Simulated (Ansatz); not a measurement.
## Electronic structure of C3H3B (SMILES B=CC#C) in real space

The calculation's input:

```
crystal:
  periodic: [false, false, false]
  atoms:
    - {symbol: B, position_ang: [-1.220567, 1.098544, -0.475995]}
    - {symbol: C, position_ang: [-0.345194, 0.523446, 0.434407]}
    - {symbol: C, position_ang: [0.557882, -0.524079, 0.158775]}
    - {symbol: C, position_ang: [1.329936, -1.418832, -0.074770]}
    - {symbol: H, position_ang: [-1.974065, 1.609464, -1.217076]}
    - {symbol: H, position_ang: [-0.360651, 0.920176, 1.452237]}
    - {symbol: H, position_ang: [2.012660, -2.208718, -0.277577]}
basis:
  gaussian: {orbitals: def2-TZVPP}
hamiltonian: {xc: pbe0, dispersion: d4}
output: {orbitals: {seedname: orbitals}}
```

Run with:

```sh
ansatz run in.yaml --threads 2 --pin off --events-out ev --progress --plain --max-ram 4352MiB
```

Geometry: PBE0-D4/def2-TZVP.

Method: RKS PBE0-D4/def2-TZVPP in Ansatz.

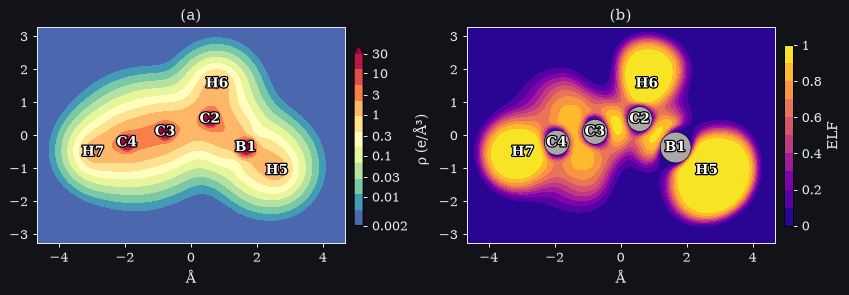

Figure 1. (a) total electron density; (b) electron localisation function on the molecular plane. Grey discs cover the atomic cores in the ELF map.

> Describe what can be read from this map.

- Atoms in the plane: B, C and H.
- C–C (1.20 Å): ρ is about 2.8 e/Å³ halfway; the ELF peaks at about 0.85 between the atoms: a multiple bond.
- C–B (1.39 Å): the density is about 1.9 e/Å³ at the midpoint; the ELF peaks at about 0.90 between the atoms: localised, covalent bonding.
- C–H (1.06 Å): ρ is about 2.1 e/Å³ halfway; the ELF climbs to about 1 towards the hydrogen, as it does in any bond to H: an ordinary covalent bond to hydrogen.
- B–H (1.17 Å): ρ is about 1.3 e/Å³ halfway; the ELF climbs to about 1 towards the hydrogen; an ordinary covalent bond to hydrogen.

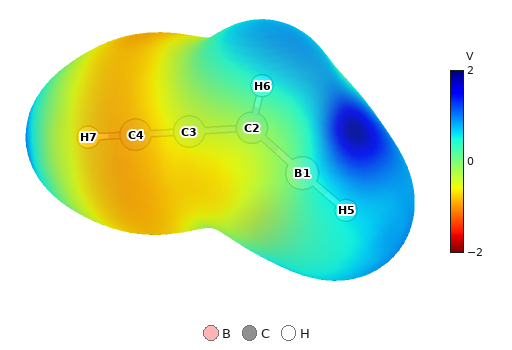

Figure 2. The molecular electrostatic potential painted on the density surface at 0.001 e/bohr³, seen at a tilt; the colour scale runs from red (negative) to blue (positive).

> Describe the electrostatic potential map.

The most negative region (about −1.0 V, or −23 kcal/mol for a unit charge) lies over C3 and C4, the most positive (about +1.7 V, or +39 kcal/mol for a unit charge) over B1.

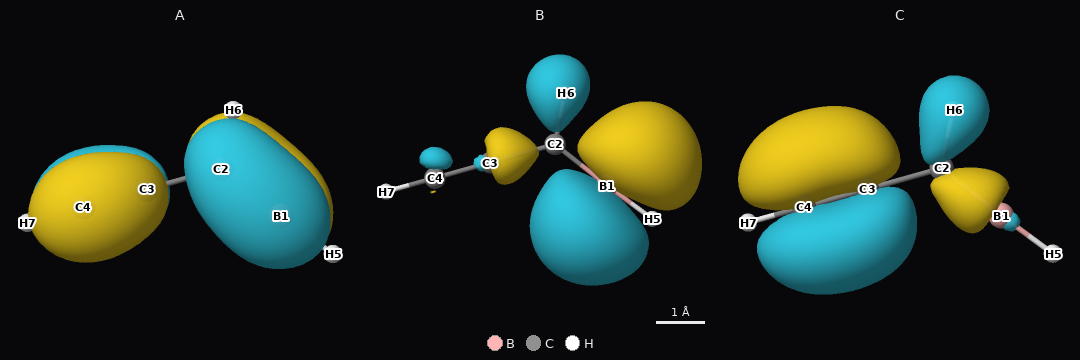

Figure 3. Three frontier orbitals at ±0.1 Å⁻³ᐟ² (yellow and cyan are the two phases), in no order.

> Order the three orbitals by energy and name them.

C is the HOMO−1 (−7.70 eV). It lies mainly on C4 (about 45 %), C3 (about 40 %) and C2 (about 5 %); it is symmetric in the molecular plane (an in-plane orbital: σ, lone-pair or in-plane π type). A is the HOMO (−6.38 eV). It lies mainly on C4 (about 30 %), B1 (about 25 %), C2 (about 25 %) and C3 (about 15 %); it changes sign across the molecular plane (π type); π-bonding across B1–C2 and C3–C4; π-antibonding (a node) across C2–C3. B is the LUMO (−1.96 eV). By Hirshfeld shares it lies mainly on B1 (about 70 %), C2 (about 10 %) and H5 (about 10 %); it is symmetric in the molecular plane (an in-plane orbital: σ, lone-pair or in-plane π type).

> What is the HOMO–LUMO gap?

4.42 eV between the orbital energies.
